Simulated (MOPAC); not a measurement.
# Run report: CH5Ge, frequency calculation (part 1 of 2)

System: CH5Ge, multiplicity 2, SMILES [CH3][GeH2].
Method: MNDO, unrestricted (MOPAC 23.2.5).

The geometry was optimised with MNDO.

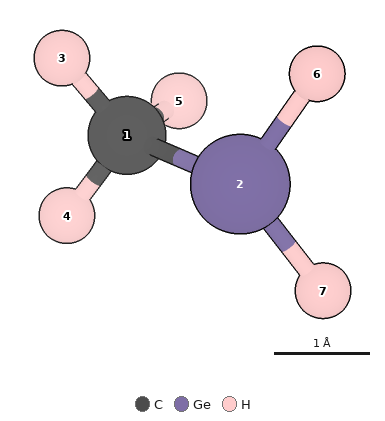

Figure 1. The structure (ball-and-stick view, seen at a tilt; atoms are numbered from 1 in the order of the input). Sticks mark near contacts. Bond lengths as drawn: C–Ge 1.92 Å, C–H 1.11 Å and Ge–H 1.48 Å.

Input (input.mop):
```
UHF FORCE CHARGE=0 THERMO DOUBLET MNDO THREADS=1 AUX(PRECISION=6)
CH5Ge, MNDO
[CH3][GeH2]
C -0.241687 1 -0.783649 1 -0.196383 1
Ge 0.388257 1 0.816076 1 0.661696 1
H -1.158756 1 -1.176128 1 0.283362 1
H 0.511637 1 -1.594016 1 -0.164335 1
H -0.484379 1 -0.611208 1 -1.263014 1
H -0.655667 1 1.871007 1 0.630286 1
H 1.643573 1 1.289684 1 0.026367 1
```

Hardware: 1 thread of Arm Neoverse V2, 24 GiB of memory available, shared host.

Command:
```bash
mopac input.mop
```

What the program printed:
```
MOPAC v23.2.5
MNDO CALCULATION RESULTS

 *  MNDO       - The MNDO Hamiltonian to be used
 *  DOUBLET    - SPIN STATE DEFINED AS A DOUBLET
 *  UHF        - UNRESTRICTED HARTREE-FOCK CALCULATION
 *
 *
 *
 *                 CHARGE ON SYSTEM = 0
 *
 *
 *
 *  FORCE      - FORCE CALCULATION SPECIFIED
 *  THREADS=1  - MULTI-THREADING NOT USED
 *  AUX        - OUTPUT AUXILIARY INFORMATION
 *  THERMO     - THERMODYNAMIC QUANTITIES TO BE CALCULATED
UHF FORCE CHARGE=0 THERMO DOUBLET MNDO THREADS=1 AUX(PRECISION=6)
 CH5Ge, MNDO
 [CH3][GeH2]
   ATOM   CHEMICAL          X               Y               Z
  NUMBER   SYMBOL      (ANGSTROMS)     (ANGSTROMS)     (ANGSTROMS)

     1       C         -0.24168700  *  -0.78364900  *  -0.19638300  *
     2      Ge          0.38825700  *   0.81607600  *   0.66169600  *
     3       H         -1.15875600  *  -1.17612800  *   0.28336200  *
     4       H          0.51163700  *  -1.59401600  *  -0.16433500  *
     5       H         -0.48437900  *  -0.61120800  *  -1.26301400  *
     6       H         -0.65566700  *   1.87100700  *   0.63028600  *
     7       H          1.64357300  *   1.28968400  *   0.02636700  *

          CARTESIAN COORDINATES

    NO.       ATOM           X           Y           Z

     1         C         -0.2417     -0.7836     -0.1964
     2        Ge          0.3883      0.8161      0.6617
     3         H         -1.1588     -1.1761      0.2834
     4         H          0.5116     -1.5940     -0.1643
     5         H         -0.4844     -0.6112     -1.2630
     6         H         -0.6557      1.8710      0.6303
     7         H          1.6436      1.2897      0.0264

           Empirical Formula: C H5 Ge  =     7 atoms

      MOLECULAR POINT GROUP   :   Cs

 DOUBLET STATE CALCULATION

          UHF CALCULATION, NO. OF ALPHA ELECTRONS =    7
                           NO. OF BETA  ELECTRONS =    6

          HEAT OF FORMATION =      21.761131 KCALS/MOLE

          CARTESIAN COORDINATE DERIVATIVES

   NUMBER  ATOM         X            Y            Z

     1       C      0.006875     0.009975     0.004295
     2      Ge      0.023036     0.018689     0.000558
     3       H     -0.002892    -0.003569    -0.003625
     4       H     -0.013423    -0.008493    -0.004352
     5       H     -0.006895    -0.000792     0.003244
     6       H     -0.006831    -0.007210     0.002022
     7       H      0.000131    -0.008601    -0.002143

 DIPOLE           X         Y         Z       TOTAL
 POINT-CHG.     1.451     1.196     2.048     2.780
 HYBRID        -1.132    -0.682    -1.167     1.763
 SUM            0.319     0.514     0.881     1.069

          GRADIENT NORM =   0.03989

          MOLECULAR WEIGHT =   89.64

          ROTATIONAL CONSTANTS IN CM(-1)

          A =    2.39526285   B =    0.30995196   C =    0.29796048

           PRINCIPAL MOMENTS OF INERTIA IN UNITS OF 10**(-40)*GRAM-CM**2

          A =       11.6867   B =       90.3132   C =       93.9479

          ORIENTATION OF MOLECULE IN FORCE CALCULATION

    NO.       ATOM         X         Y         Z

     1          C      -1.5971    0.0075    0.0128
     2         Ge       0.3245    0.0075    0.0128
     3          H      -2.0102    1.0344    0.0128
     4          H      -2.0104   -0.5069    0.9015
     5          H      -2.0094   -0.5059   -0.8776
     6          H       0.8465    0.7319   -1.1731
     7          H       0.8466   -1.3813    0.0611

    FIRST DERIVATIVES WILL BE USED IN THE CALCULATION OF SECOND DERIVATIVES

          ESTIMATED TIME TO COMPLETE CALCULATION =        0.33 SECONDS

    FOR POINT-GROUP Cs   THERE ARE   2 UNIQUE SYMMETRY FUNCTIONS.

 STEP:   1 TIME =     0.00 SECS, INTEGRAL =      0.00 TIME LEFT: 172799.99
 STEP:   2 TIME =     0.00 SECS, INTEGRAL =      0.01 TIME LEFT: 172799.98
 STEP:   3 TIME =     0.00 SECS, INTEGRAL =      0.01 TIME LEFT: 172799.98
 STEP:   4 TIME =     0.00 SECS, INTEGRAL =      0.02 TIME LEFT: 172799.98
 STEP:   5 TIME =     0.00 SECS, INTEGRAL =      0.02 TIME LEFT: 172799.97
 STEP:   6 TIME =     0.00 SECS, INTEGRAL =      0.02 TIME LEFT: 172799.97
 STEP:   7 TIME =     0.00 SECS, INTEGRAL =      0.02 TIME LEFT: 172799.97
 STEP:   8 TIME =     0.00 SECS, INTEGRAL =      0.02 TIME LEFT: 172799.97
 STEP:   9 TIME =     0.00 SECS, INTEGRAL =      0.02 TIME LEFT: 172799.97
 STEP:  10                       INTEGRAL =      0.02 TIME LEFT: 172799.97
 STEP:  11                       INTEGRAL =      0.02 TIME LEFT: 172799.97
 STEP:  12                       INTEGRAL =      0.02 TIME LEFT: 172799.97
 STEP:  13 TIME =     0.00 SECS, INTEGRAL =      0.02 TIME LEFT: 172799.97
 STEP:  14 TIME =     0.00 SECS, INTEGRAL =      0.03 TIME LEFT: 172799.96
 STEP:  15 TIME =     0.00 SECS, INTEGRAL =      0.03 TIME LEFT: 172799.96
 STEP:  16 TIME =     0.00 SECS, INTEGRAL =      0.03 TIME LEFT: 172799.96
 STEP:  17 TIME =     0.00 SECS, INTEGRAL =      0.03 TIME LEFT: 172799.96
 STEP:  18 TIME =     0.00 SECS, INTEGRAL =      0.04 TIME LEFT: 172799.96
 STEP:  19                       INTEGRAL =      0.04 TIME LEFT: 172799.96
 STEP:  20                       INTEGRAL =      0.04 TIME LEFT: 172799.96
 STEP:  21                       INTEGRAL =      0.04 TIME LEFT: 172799.96

(To convert to Hartree/Bohr^2, multiply by (10^(-21) x N x a0^2)/(4.184 x 627.51) =  0.0642)

           FORCE MATRIX IN MILLIDYNES/ANGSTROM

                  C  1      Ge  2       H  3       H  4       H  5       H  6
 ------------------------------------------------------------------------------
     C    1  13.179431
    Ge    2   2.449625   6.211438
     H    3   5.356784   0.344829   6.092567
     H    4   5.355997   0.345311   0.612771   6.092567
     H    5   5.342600   0.378670   0.613396   0.612973   6.078208
     H    6   0.177813   2.605383   0.010520   0.028695   0.017956   2.625146
     H    7   0.178156   2.604610   0.029198   0.010468   0.017930   0.178990

                  H  7
 ------------------
     H    7   2.625146

          HEAT OF FORMATION =      21.761131 KCALS/MOLE

          ZERO POINT ENERGY      32.528 KCAL/MOL

           NORMAL COORDINATE ANALYSIS (Total motion = 1 Angstrom)

   Root No.       1         2         3         4         5         6         7         8

                 1 A"      2 A"      1 A'      2 A'      3 A'      3 A"      4 A'      5 A'

                 117.9     561.4     610.1     656.4     780.0     806.7     821.8    1412.2

           1    0.0000   -0.0000   -0.0160    0.2090   -0.0005    0.0000   -0.0033   -0.0708
           2   -0.0033    0.0099    0.0000   -0.0012    0.0250    0.0541   -0.0117   -0.0028
           3    0.0019   -0.0058   -0.0000   -0.0020    0.0429   -0.0315   -0.0202   -0.0047
           4    0.0000   -0.0000   -0.0034   -0.0433    0.0002    0.0000    0.0074   -0.0000
           5    0.0029   -0.0063   -0.0045   -0.0009   -0.0043   -0.0063   -0.0010    0.0000
           6   -0.0017    0.0037   -0.0076   -0.0015   -0.0073    0.0037   -0.0017    0.0000
           7    0.0034    0.1032    0.0467    0.2218   -0.1497   -0.3110    0.0592    0.2715
           8   -0.0008    0.0542    0.0268    0.0090   -0.0409   -0.0814    0.0155    0.1169
           9    0.1909   -0.0328    0.0464    0.0103   -0.0653    0.0471    0.0239    0.0464
          10   -0.0034   -0.1032    0.0466    0.2217   -0.1497    0.3111    0.0591    0.2715
          11   -0.1667    0.0552    0.0273    0.0045   -0.0369   -0.0809    0.0133   -0.0175
          12   -0.0931   -0.0311    0.0461    0.0128   -0.0676    0.0480    0.0253    0.1243
          13   -0.0000    0.0000   -0.1407    0.1789    0.2980   -0.0000   -0.1244    0.3001
          14    0.1632    0.0529    0.0272    0.0029   -0.0409   -0.0669    0.0149   -0.0659
          15   -0.0953   -0.0309    0.0465    0.0049   -0.0699    0.0392    0.0255   -0.1134
          16   -0.0034   -0.3186    0.2435    0.0036   -0.0030   -0.0967   -0.2423    0.0009
          17   -0.1777    0.0612    0.1429    0.0454    0.1295    0.0106    0.2551   -0.0006
          18   -0.1137   -0.0976    0.1911    0.0423    0.0720   -0.0283    0.0454   -0.0005
          19    0.0034    0.3186    0.2434    0.0036   -0.0030    0.0966   -0.2424    0.0009
          20    0.0117    0.1151    0.0962    0.0145   -0.0008    0.0297   -0.0858   -0.0002
          21    0.2107   -0.0053    0.2184    0.0603    0.1481    0.0047    0.2445   -0.0016

   Root No.       9        10        11        12        13        14        15

                 4 A"      6 A'      5 A"      7 A'      8 A'      6 A"      9 A'

                1441.4    1451.1    2101.4    2118.4    3264.1    3266.0    3344.7

           1    0.0000    0.0089   -0.0000    0.0010   -0.0002   -0.0000    0.0255
           2   -0.0387   -0.0231    0.0000    0.0001   -0.0260   -0.0496   -0.0003
           3    0.0226   -0.0395   -0.0000    0.0002   -0.0444    0.0290   -0.0005
           4    0.0000    0.0001   -0.0000    0.0046   -0.0000    0.0000    0.0002
           5    0.0001    0.0000   -0.0097   -0.0031   -0.0001   -0.0002   -0.0000
           6   -0.0000   -0.0000    0.0057   -0.0053   -0.0002    0.0001    0.0000
           7   -0.1231   -0.1134   -0.0009    0.0009   -0.0894   -0.1750   -0.1079
           8   -0.0695   -0.0557   -0.0011    0.0001    0.2151    0.4236    0.3085
           9   -0.2168    0.3886   -0.0002   -0.0001   -0.0204    0.0102   -0.0008
          10    0.1231   -0.1133    0.0009    0.0009   -0.0893    0.1750   -0.1079
          11    0.1547    0.3659   -0.0004   -0.0002   -0.1236    0.1993   -0.1535
          12    0.1671    0.1426    0.0010    0.0000    0.1774   -0.3738    0.2675
          13   -0.0000    0.1150   -0.0000    0.0022    0.1823   -0.0000   -0.1045
          14    0.3735   -0.0336   -0.0001   -0.0005    0.2235   -0.0210   -0.1510
          15   -0.2181   -0.0574    0.0000   -0.0009    0.3828    0.0124   -0.2602
          16    0.0021   -0.0013    0.1754   -0.1732    0.0001   -0.0001    0.0004
          17   -0.0002   -0.0004    0.2403   -0.2406    0.0003    0.0001    0.0010
          18    0.0013   -0.0008   -0.3930    0.3946    0.0005   -0.0006    0.0003
          19   -0.0021   -0.0012   -0.1754   -0.1732    0.0002    0.0001    0.0004
          20   -0.0012   -0.0005    0.4604    0.4619    0.0003    0.0005   -0.0003
          21   -0.0005   -0.0006   -0.0162   -0.0157    0.0005    0.0001   -0.0011

           MASS-WEIGHTED COORDINATE ANALYSIS (NORMAL COORDINATES)

   Root No.       1         2         3         4         5         6         7         8

                 1 A"      2 A"      1 A'      2 A'      3 A'      3 A"      4 A'      5 A'

                 117.9     561.4     610.1     656.4     780.0     806.7     821.8    1412.2

           1    0.0000   -0.0000   -0.1057    0.8095   -0.0038    0.0000   -0.0210   -0.4154
           2   -0.0252    0.0662    0.0002   -0.0045    0.1796    0.3481   -0.0756   -0.0162
           3    0.0147   -0.0389   -0.0001   -0.0077    0.3087   -0.2026   -0.1298   -0.0277
           4    0.0000   -0.0000   -0.0558   -0.4125    0.0033    0.0000    0.1164   -0.0002
           5    0.0553   -0.1040   -0.0721   -0.0083   -0.0755   -0.1001   -0.0160    0.0000
           6   -0.0323    0.0608   -0.1232   -0.0141   -0.1298    0.0581   -0.0273    0.0002
           7    0.0077    0.1993    0.0890    0.2488   -0.3118   -0.5792    0.1104    0.4613
           8   -0.0018    0.1046    0.0511    0.0101   -0.0853   -0.1516    0.0290    0.1986
           9    0.4283   -0.0634    0.0885    0.0115   -0.1359    0.0876    0.0446    0.0789
          10   -0.0077   -0.1994    0.0890    0.2488   -0.3117    0.5793    0.1102    0.4613
          11   -0.3739    0.1066    0.0520    0.0051   -0.0768   -0.1506    0.0247   -0.0298
          12   -0.2089   -0.0601    0.0879    0.0144   -0.1409    0.0893    0.0471    0.2112
          13   -0.0000    0.0000   -0.2685    0.2007    0.6205   -0.0001   -0.2320    0.5098
          14    0.3661    0.1022    0.0519    0.0033   -0.0853   -0.1246    0.0278   -0.1119
          15   -0.2138   -0.0598    0.0887    0.0055   -0.1456    0.0730    0.0475   -0.1927
          16   -0.0077   -0.6153    0.4645    0.0040   -0.0063   -0.1801   -0.4519    0.0016
          17   -0.3987    0.1182    0.2726    0.0509    0.2696    0.0197    0.4757   -0.0011
          18   -0.2552   -0.1884    0.3646    0.0474    0.1500   -0.0526    0.0847   -0.0008
          19    0.0077    0.6153    0.4644    0.0040   -0.0062    0.1799   -0.4520    0.0015
          20    0.0264    0.2222    0.1836    0.0163   -0.0018    0.0554   -0.1600   -0.0003
          21    0.4726   -0.0103    0.4166    0.0676    0.3085    0.0087    0.4560   -0.0027

   Root No.       9        10        11        12        13        14        15

                 4 A"      6 A'      5 A"      7 A'      8 A'      6 A"      9 A'

                1441.4    1451.1    2101.4    2118.4    3264.1    3266.0    3344.7

           1    0.0000    0.0502   -0.0000    0.0050   -0.0012   -0.0000    0.1548
           2   -0.2275   -0.1300    0.0000    0.0006   -0.1474   -0.2523   -0.0019
           3    0.1331   -0.2221   -0.0000    0.0009   -0.2520    0.1476   -0.0033
           4    0.0000    0.0014   -0.0000    0.0555   -0.0003    0.0000    0.0033
           5    0.0008    0.0000   -0.1171   -0.0373   -0.0011   -0.0021   -0.0002
           6   -0.0006   -0.0002    0.0684   -0.0639   -0.0022    0.0010    0.0002
           7   -0.2096   -0.1845   -0.0012    0.0012   -0.1468   -0.2580   -0.1900
           8   -0.1182   -0.0906   -0.0016    0.0002    0.3533    0.6244    0.5430
           9   -0.3691    0.6324   -0.0002   -0.0002   -0.0336    0.0150   -0.0014
          10    0.2096   -0.1844    0.0012    0.0012   -0.1467    0.2580   -0.1900
          11    0.2634    0.5954   -0.0006   -0.0002   -0.2030    0.2938   -0.2703
          12    0.2844    0.2320    0.0015    0.0000    0.2914   -0.5510    0.4708
          13   -0.0001    0.1872   -0.0000    0.0031    0.2994   -0.0000   -0.1839
          14    0.6359   -0.0547   -0.0001   -0.0008    0.3670   -0.0310   -0.2659
          15   -0.3713   -0.0934    0.0001   -0.0013    0.6287    0.0183   -0.4580
          16    0.0035   -0.0020    0.2493   -0.2470    0.0001   -0.0001    0.0007
          17   -0.0003   -0.0006    0.3415   -0.3432    0.0004    0.0002    0.0017
          18    0.0021   -0.0014   -0.5586    0.5629    0.0008   -0.0009    0.0006
          19   -0.0036   -0.0020   -0.2493   -0.2470    0.0002    0.0001    0.0006
          20   -0.0020   -0.0008    0.6543    0.6589    0.0006    0.0008   -0.0005
          21   -0.0009   -0.0010   -0.0230   -0.0224    0.0008    0.0002   -0.0019

          DESCRIPTION OF VIBRATIONS

 VIBRATION          1    1A"         ATOM PAIR     ENERGY CONTRIBUTION    RADIAL
 FREQUENCY           117.92         C 1 -- H 5         +28.5% (395.6%)      0.0%
 TRANSITION DIPOLE   0.1795         C 1 -- H 3         +27.9% (391.7%)      0.2%
 TRAVEL (Ang.)       0.0000         C 1 -- H 4         +27.9% (391.7%)      0.1%
 REDUCED MASS        0.2029         Ge2 -- H 7          +7.7% (206.1%)      0.8%
 EFFECTIVE MASS      3.2895
 FORCE CONSTANT      0.0017

 VIBRATION          2    2A"         ATOM PAIR     ENERGY CONTRIBUTION    RADIAL
 FREQUENCY           561.38         Ge2 -- H 7         +35.2% ( 75.9%)      1.7%
 TRANSITION DIPOLE   0.5183         Ge2 -- H 6         +35.2% ( 75.9%)      1.7%
 TRAVEL (Ang.)       0.5540         C 1 -- H 4         +12.3% ( 44.7%)      3.6%
 REDUCED MASS        0.3913         C 1 -- H 3         +12.2% ( 44.7%)      3.6%
 EFFECTIVE MASS      1.6669
 FORCE CONSTANT      0.0727

 VIBRATION          3    1A'         ATOM PAIR     ENERGY CONTRIBUTION    RADIAL
 FREQUENCY           610.13         Ge2 -- H 6         +31.1% ( 59.3%)      0.2%
 TRANSITION DIPOLE   1.1975         Ge2 -- H 7         +31.1% ( 59.3%)      0.2%
 TRAVEL (Ang.)       0.5193         C 1 -- H 5         +18.3% ( 45.5%)      3.3%
 REDUCED MASS        0.4098         C 1 -- H 3          +8.6% ( 31.2%)      1.3%
 EFFECTIVE MASS      1.6574
 FORCE CONSTANT      0.0899

 VIBRATION          4    2A'         ATOM PAIR     ENERGY CONTRIBUTION    RADIAL
 FREQUENCY           656.38         C 1 -- Ge2         +32.6% (127.5%)    100.0%
 TRANSITION DIPOLE   0.7266         C 1 -- H 5         +22.3% (105.4%)     12.2%
 TRAVEL (Ang.)       0.1188         C 1 -- H 3         +21.8% (104.3%)     15.8%
 REDUCED MASS        7.2758         C 1 -- H 4         +21.8% (104.3%)     15.7%
 EFFECTIVE MASS     21.2029
 FORCE CONSTANT      1.8469
```
